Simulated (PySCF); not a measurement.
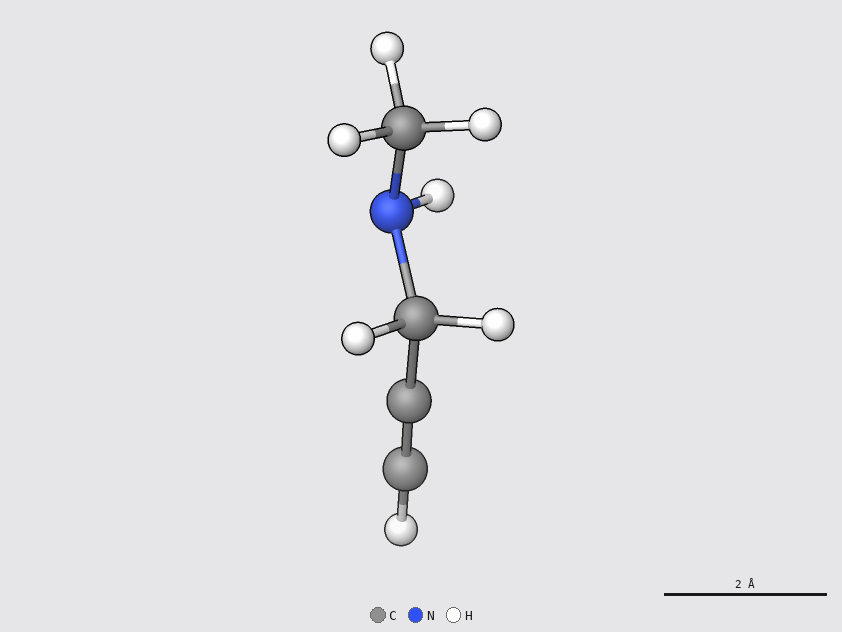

The picture shows a molecular structure as a ball-and-stick model.

Computed geometry: PBE0-D3(BJ)/def2-SVP optimisation. No frequency run is at hand to confirm it as a minimum.

Description:

It has 12 atoms: 4 carbon, 7 hydrogen and 1 nitrogen (C4H7N). SMILES: `C#CCNC`. It has no ring. Among its groups: secondary amine, alkyne. This geometry has C1 symmetry. Coordination: 2 C linear; 2 C tetrahedral; 1 N trigonal pyramidal.

More results for the same structure follow; atom numbers are the same in all pictures, views and colours differ.

### Electronic properties

No frequency run is at hand to confirm it as a minimum. Level of theory: PBE/pcSseg-2, gas phase (PySCF 2.14.0).

> Give the HOMO energy (Kohn–Sham orbital) at this level.

−5.27 eV.

> What is the HOMO–LUMO gap?

4.85 eV.

> Estimate the dipole moment.

1.15 D.

### Polarisability

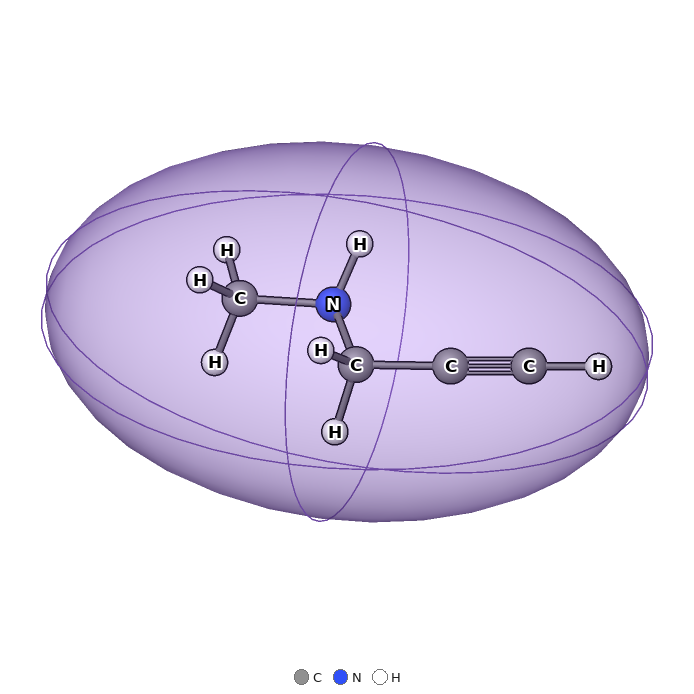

The ellipsoid shows the static dipole polarisability: its half-axes are proportional to the principal values. No frequency run is at hand to confirm it as a minimum. Method: CAM-B3LYP/def2-SVPD (PySCF 2.14.0).

> Give the principal values, the mean and the anisotropy.

Principal values 45.4, 49.0, 77.9 bohr³; mean 57.4 bohr³ (8.51 Å³); anisotropy 30.9 bohr³, so the longest axis is 1.72 times the shortest.

### Excitation

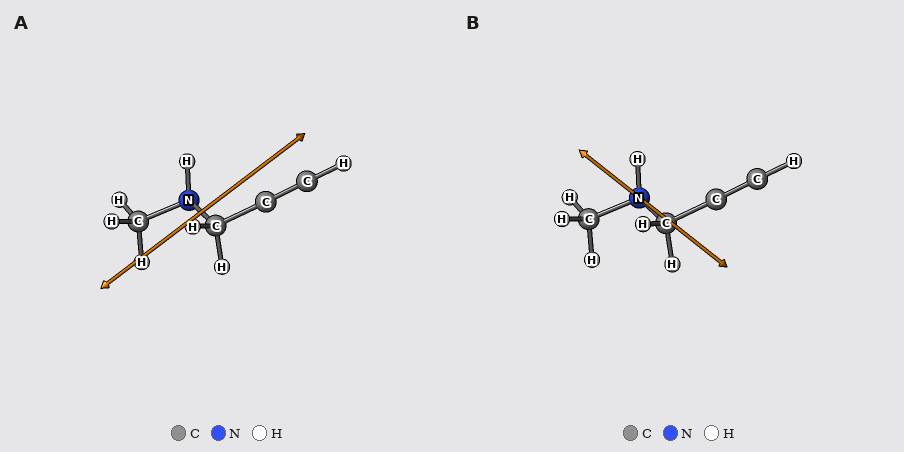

The double arrows show the directions of two transition dipoles from the ground state (lengths mean nothing). No frequency run is at hand to confirm it as a minimum. Level of theory: TDDFT CAM-B3LYP/def2-SVPD, vertical, gas phase, core orbitals frozen in the response (PySCF 2.14.0).

> One belongs to singlet state 7 and one to singlet state 8. Which is which?

A: state 8, 7.41 eV (167 nm), oscillator strength 0.026, mainly HOMO → LUMO+3 (weight 0.67).
B: state 7, 7.29 eV (170 nm), oscillator strength 0.022, mainly HOMO → LUMO+1 (weight 0.61).

### Quadrupole coupling

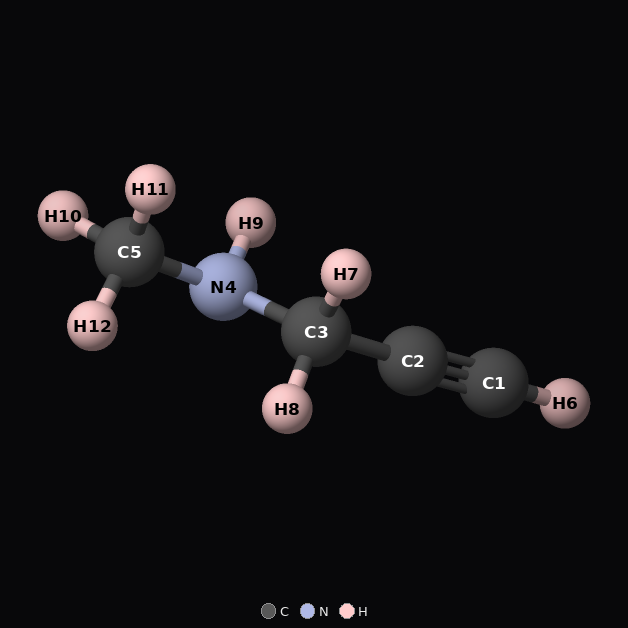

No frequency run is at hand to confirm it as a minimum. Electric field gradients from the ground-state density, PBE0/pcSseg-1 (PySCF 2.14.0), non-relativistic apart from any core potentials.

Give the largest field-gradient component, the quadrupole coupling constant and the asymmetry for 14N at N4 (Q = 20.44 mb).

```json
{"atom": "N4", "V_zz (a.u.)": "−1.306", "e²qQ/h (MHz)": "−6.27", "η": "0.15"}
```
